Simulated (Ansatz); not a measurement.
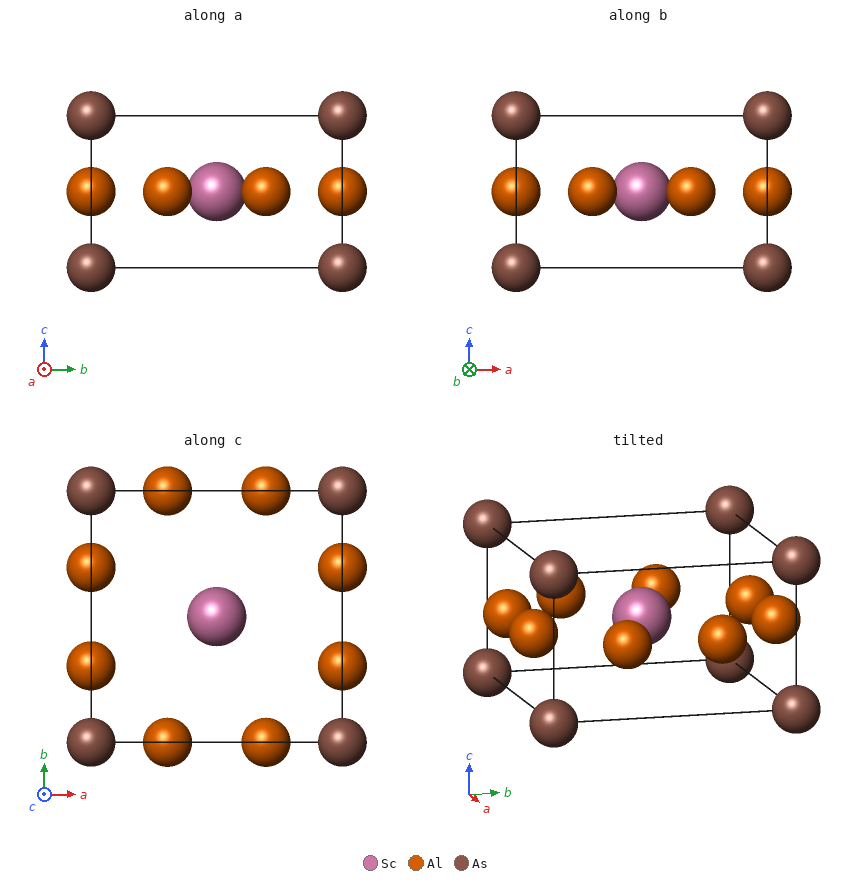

Figure: spheres-only view along the a axis, along the b axis, along the c axis and slightly off an axis. The conventional unit cell is drawn as a box.

Lattice parameters: a = 6.2018 Å, b = 6.2018 Å, c = 3.7534 Å, α = 90.000°, β = 90.000°, γ = 90.000°.

### Reconstruct the structure as a CIF in P1 with every atom of the cell, with free fractional coordinates to two decimals.

```cif
data_structure
_symmetry_space_group_name_H-M 'P 1'
_symmetry_Int_Tables_number 1
_cell_length_a 6.2018
_cell_length_b 6.2018
_cell_length_c 3.7534
_cell_angle_alpha 90.000
_cell_angle_beta 90.000
_cell_angle_gamma 90.000
_cell_volume 144.37
loop_
_atom_site_label
_atom_site_type_symbol
_atom_site_fract_x
_atom_site_fract_y
_atom_site_fract_z
_atom_site_occupancy
Sc1 Sc 0.50 0.50 0.50 1
Al1 Al 0.30 0.00 0.50 1
Al2 Al 0.70 0.00 0.50 1
Al3 Al 0.00 0.30 0.50 1
Al4 Al 0.00 0.70 0.50 1
As1 As 0.00 0.00 0.00 1
```

Origin of the cell: a random cell made by a generator, so it need not be a real form of the compound. The structure drawn was relaxed with Ansatz 0.2.0, DFT PBE, scalar-relativistic, plane waves, PAW.
